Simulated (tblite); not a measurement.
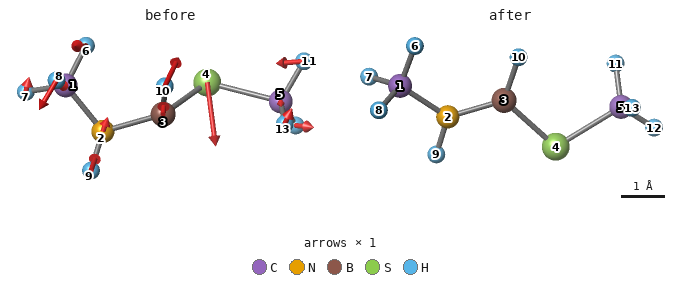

The structure of C2H8BNS before (left) and after (right) a relaxation, at one scale. The red arrows give the displacements, at their true length.

The picture is a ball-and-stick view, seen at a tilt.

Computed with GFN2-xTB geometry optimisation, gas phase (tblite). 

What changed between the two?

After 112 geometry steps the energy has fallen by 195.2 kJ/mol. S4 moves most after the best rigid fit: 1.54 Å. Largest moves by element: S 1.54 Å, H 1.22 Å, B 0.53 Å, N 0.36 Å, C 0.32 Å. Near-neighbour distances that change, for instance: N2–B3 1.541 → 1.382 Å, B3–S4 1.900 → 1.805 Å, B3–H10 1.198 → 1.170 Å, C1–H6 1.115 → 1.088 Å. Bond angles that change, for instance: C1–N2–B3 108.0° → 127.6°, B3–N2–H9 112.3° → 119.9°, S4–B3–H10 112.4° → 119.8°. Groups turn about S4–C5 by about 70°. The run took 0.91 s on 1 thread of Arm Neoverse N1, on a shared host.
